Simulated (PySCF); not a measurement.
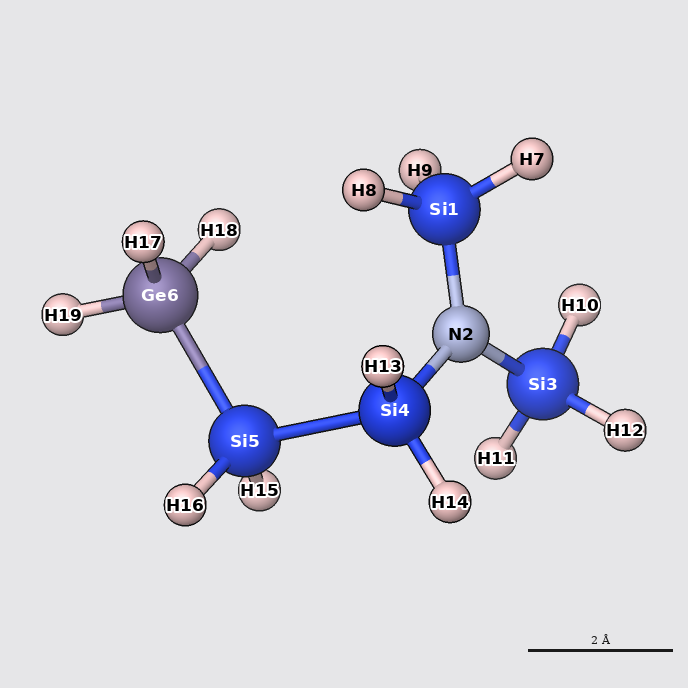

The geometry was computed by an optimisation with PBE0-D3(BJ)/def2-SVP. No frequency run is at hand to confirm it as a minimum.

Q: Describe the coordination of atom 2.

A: N2 has 3 neighbours (Si1 at 1.75, Si3 at 1.75, Si4 at 1.76 Å); the arrangement is trigonal planar.

Q: What is the geometry at Si3?

A: Si3 has 4 neighbours (N2 at 1.75, H10 at 1.49, H11 at 1.50, H12 at 1.49 Å); the arrangement is tetrahedral.

Q: How are the neighbours of atom 4 arranged?

A: Si4 has 4 neighbours (N2 at 1.76, Si5 at 2.35, H13 at 1.50, H14 at 1.50 Å); the arrangement is tetrahedral.

Q: How are the neighbours of atom 1 arranged?

A: Si1 has 4 neighbours (N2 at 1.75, H7 at 1.50, H8 at 1.49, H9 at 1.49 Å); the arrangement is tetrahedral.

Q: Which bond is the longest?

A: Si5–Ge6, 2.384 Å.

Q: What is the dihedral angle Si3–N2–Si4–Si5?

A: 96° in size, that is about perpendicular.
